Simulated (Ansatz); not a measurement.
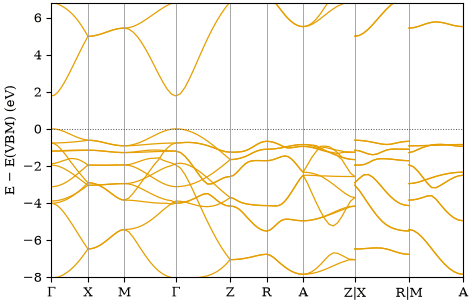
Fig. 1. Band structure from r²SCAN in the plane-wave PAW code Ansatz

Q: Read off the gap and where the band edges lie.

A: About 1.8 eV (1.77 eV by a search for the band edges); maximum at Γ, minimum at Γ.

The material is SnO$_{2}$ (rutile, P4_2/mnm).

The r²SCAN relaxation kept the symmetry of its start; of distortions, only those at the zone centre were tested. Scalar-relativistic: spin–orbit coupling is off unless named, which matters more the heavier the elements.

Potentials: the later of the program's two PAW sets.
